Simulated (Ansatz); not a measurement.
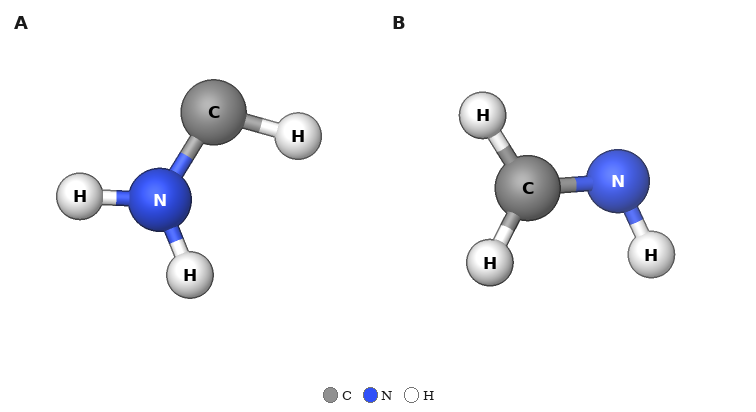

2 stationary structures of one formula. Geometries: PBE0-D4/def2-TZVP. Electronic energies: PBE0-D4/def2-TZVP (Ansatz 0.2.0), without zero-point energy. No frequency run is at hand to confirm each as a minimum.

Rank them by energy, lowest first.

B is lowest (Cs); A lies 1.515 eV above it (Cs).
